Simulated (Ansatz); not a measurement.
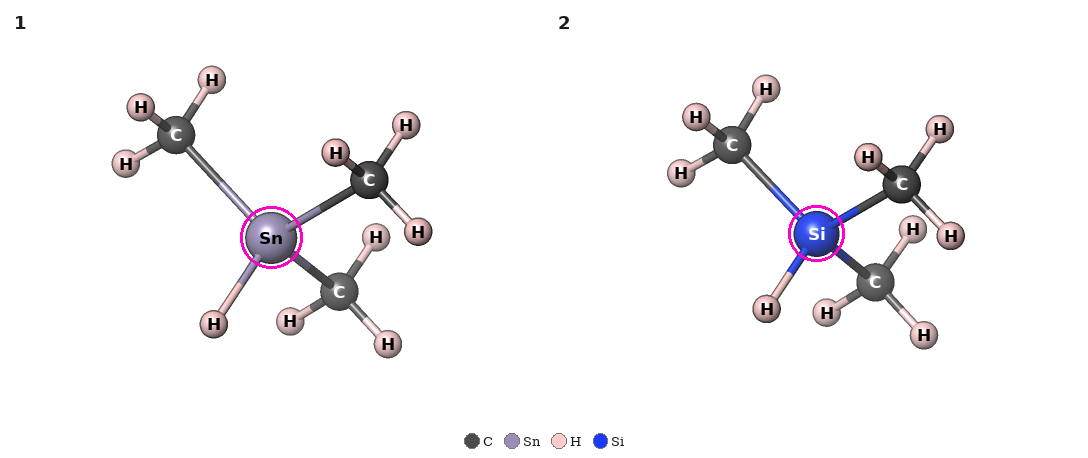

2 molecules with one skeleton, seen from the same side and at one scale; the atom that differs is circled. Charge 0, singlet. Computed geometries: PBE0-D4/def2-TZVP optimisations, one conformation each. Properties computed with Ansatz 0.2.0. Elements past Kr carry core potentials.

One atom differs, called X below: Sn in panel 1, Si in panel 2. Their formulas are C3H10Sn (`[CH3][SnH]([CH3])[CH3]`), C3H10Si (`C[SiH](C)C`).

Question: In which is the length of X–H larger (PBE0-D4/def2-TZVP)?

Answer: In panel 1 (X = Sn).

Question: In which is the mean length of X–C larger (PBE0-D4/def2-TZVP)?

Answer: In panel 1 (X = Sn).

Give the values. With PBE0-D4/def2-TZVP: mean length of X–C (Å), length of X–H (Å), mean angle C–X–H (°). With CAM-B3LYP-D4/def2-TZVPP: HOMO energy (Kohn–Sham orbital) (eV), HOMO–LUMO gap (eV). With B3LYP-D4/def2-TZVPP: dipole moment (D).

```json
{"quantity": "mean length of X–C (Å)", "1 (Sn)": "2.145", "2 (Si)": "1.874", "2 − 1": "−0.271"}
{"quantity": "length of X–H (Å)", "1 (Sn)": "1.719", "2 (Si)": "1.494", "2 − 1": "−0.225"}
{"quantity": "mean angle C–X–H (°)", "1 (Sn)": "109.3", "2 (Si)": "108.6", "2 − 1": "−0.7"}
{"quantity": "HOMO energy (Kohn–Sham orbital) (eV)", "1 (Sn)": "−9.15", "2 (Si)": "−9.94", "2 − 1": "−0.79"}
{"quantity": "HOMO–LUMO gap (eV)", "1 (Sn)": "10.69", "2 (Si)": "11.78", "2 − 1": "+1.09"}
{"quantity": "dipole moment (D)", "1 (Sn)": "0.58", "2 (Si)": "0.57", "2 − 1": "−0.01"}
```
